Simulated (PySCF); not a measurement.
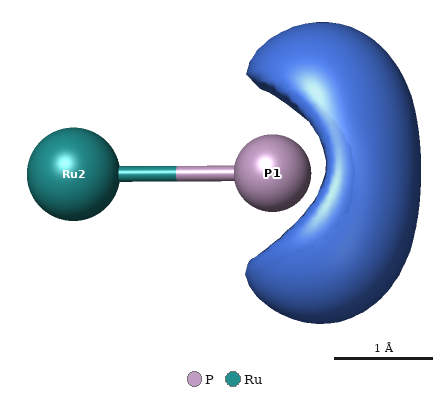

The picture shows: PRu (quartet). Isosurface of the electron localisation function at 0.85 (blue), seen from one side. Only the valence region is drawn (cores and ρ < 0.01 e/Å³ removed).

⟨S²⟩ = 3.89, above the pure value of 3.75; core potentials replace the inner electrons of Ru.

The calculation used PySCF, PBE0/def2-TZVPP, non-relativistic Hamiltonian with scalar-relativistic core potentials where named, at a bond length of 2.054 Å.

```xyz
2

P     0.0000    0.0000   -1.5752
Ru    0.0000    0.0000    0.4788
```

Describe the localisation domains.

Answer. The ELF exceeds this value in one lobe on P, pointing away from the bonds (non-bonding electrons).

Values along the shortest contacts:
P–Ru (2.05 Å): the ELF peaks at about 0.65 in the valence shell of P, 0.9 Å from its nucleus, and is about 0.50 at the midpoint.
